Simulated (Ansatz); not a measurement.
# How far to go with zone-centre phonons against the mesh: Cd (P6_3/mmc, 2 atoms in the cell)

```xyz
2
Lattice="1.4855 -2.5730 0.0000 1.4855 2.5730 0.0000 0.0000 0.0000 5.6031" Properties=species:S:1:pos:R:3 pbc="T T T"
Cd     1.4855     0.8577     1.4008
Cd     1.4855    -0.8577     4.2024
```

Method of the run: PBE (plane waves, PAW; Ansatz, a quantum-chemistry and plane-wave program).

Base settings: basis.ecutwfc = 30.9 Ry; kpoints.mp_grid.grid = 13 13 6; hamiltonian.xc = pbe; hamiltonian.pseudopotentials = {kind: paw} (the program's default PAW files); scf.occupations.method = gaussian; scf.occupations.width = 0.0073 Ry.

In this ladder: phonons.method = dfpt.

Frequencies are those of the unrelaxed cell, without the LO-TO term of polar crystals.

Only quantities that move along the ladder and can be compared are tabulated.

Core times come from one kind of shared machine, to one figure; runs under 30 s give none.

The starting cell has typed, rounded lattice constants, without a prior relaxation at this level. Its lattice was rescaled by up to half a per cent. In the base run, with a pressure of about 3 GPa the cell is away from its equilibrium volume at this level.

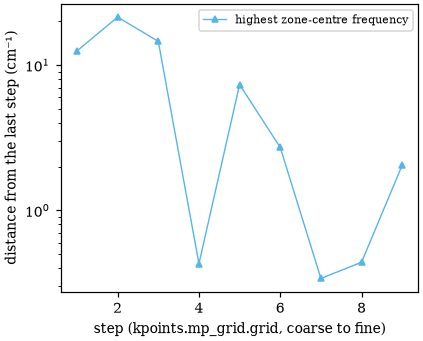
*Distance from the last step along the ladder; very small values are drawn at a floor.*

```csv
kpoints.mp_grid.grid,highest zone-centre frequency (cm⁻¹),core time / last (rough)
4 4 2,91.4,–
5 5 3,82.5,–
6 6 3,118.5,–
8 8 4,104.3,–
10 10 5,96.6,–
12 12 6,106.6,–
15 15 7,103.6,0.09
19 19 9,103.5,0.2
23 23 11,101.9,0.4
29 29 14,103.9,1
```

Coarsest kpoints.mp_grid.grid that holds the highest zone-centre frequency within 10 cm⁻¹ of the last step, with all finer ones: 8 8 4; the step before is off by 15 cm⁻¹.

Keys are those of Ansatz 0.2.
